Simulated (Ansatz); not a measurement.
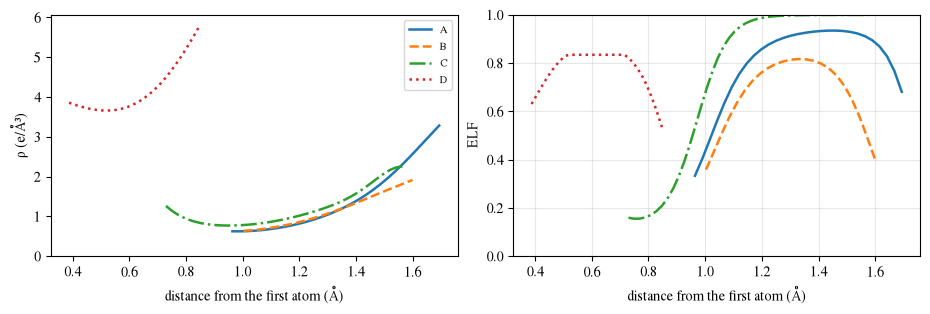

*ClGaHNO. Total electron density and ELF along straight lines between neighbouring atoms. The curves leave out the atomic cores.*

Geometry: B3LYP-D3(BJ)/def2-SVP.

Theory: Ansatz, isolated molecule in a Gaussian basis; Kohn-Sham density functional theory, functional PBE0.

Input

```
crystal:
  periodic: [false, false, false]
  atoms:
    - {symbol: Cl, position_ang: [2.957007, -0.732880, -3.045409]}
    - {symbol: Ga, position_ang: [2.727992, 0.772856, -1.501213]}
    - {symbol: N, position_ang: [0.790829, 1.311572, -0.952323]}
    - {symbol: O, position_ang: [0.844159, 2.141877, -0.097931]}
    - {symbol: H, position_ang: [3.982267, 1.438872, -0.814782]}
basis:
  gaussian: {orbitals: def2-TZVPD}
hamiltonian: {xc: pbe0}
output: {forces: true, orbitals: {seedname: orbitals}}
```

Command:

```sh
ansatz run input.yaml --threads 1 --pin off --max-ram 2610MiB --events-out events.jsonl --progress --plain --runs-dir runs
```

Which curve belongs to which contact (Ga–Cl, Ga–H, Ga–N and N–O)? The first atom named is at distance zero.

Curve A: Ga–N (2.08 Å): ρ at the midpoint is about 0.64 e/Å³; the ELF peaks at about 0.95 in the valence shell of N, 0.6 Å from its nucleus, and is about 0.55 at the midpoint. Curve B: Ga–Cl (2.17 Å): ρ at the midpoint is about 0.69 e/Å³; the ELF peaks at about 0.80 in the valence shell of Cl, 0.8 Å from its nucleus, and is about 0.55 at the midpoint. Curve C: Ga–H (1.58 Å): the density is about 0.98 e/Å³ at the midpoint; the ELF climbs to about 1 towards the hydrogen. Curve D: N–O (1.19 Å): the density is about 3.8 e/Å³ at the midpoint; the ELF peaks at about 0.85 between the atoms; localised, covalent bonding.
